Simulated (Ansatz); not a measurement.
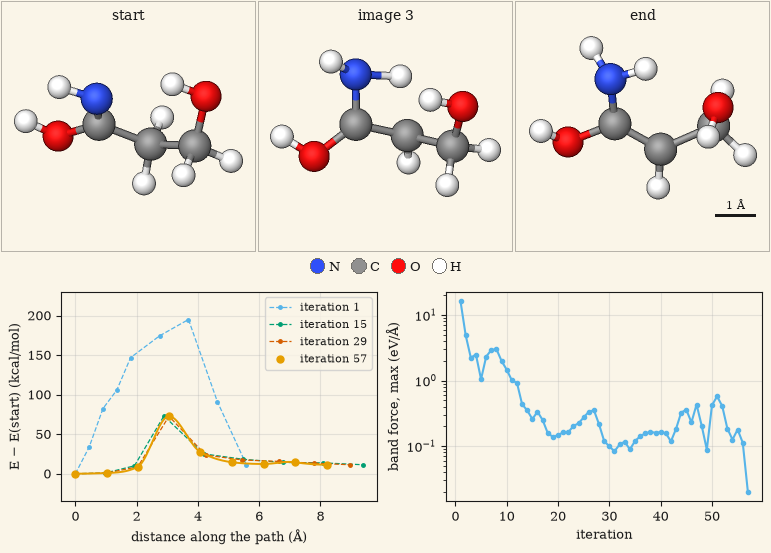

NEB run on C₃H₇NO₂. Images are numbered from 0 (start) to 8 (end). The plot follows the band through its iterations. Style: ball-and-stick. Shown from a free direction.

Method: Ansatz 0.2.0, RKS PBE0/def2-SVP. Settings: 7 movable images; climbing image; force threshold 0.05 eV/Å; iteration limit 60; starting path through a guess of the saddle point.

### Judge this run.

The run is converged, with reservations. The band converged in 57 iterations. The largest component of the band force went from 16 to 0.02 eV/Å. The climbing image converged on the top of the path. Its vibrational analysis gives one imaginary mode (1925i cm⁻¹), as a transition state must have. The first iteration put the highest image at 195.0 kcal/mol. The highest point, image 3, lies 72.6 kcal/mol above the start and 61.3 kcal/mol above the end; the end is at +11.4 kcal/mol relative to the start.

The run took 17 min on 2 threads of Arm Neoverse V2, on a shared host, peak memory 0.28 GiB.
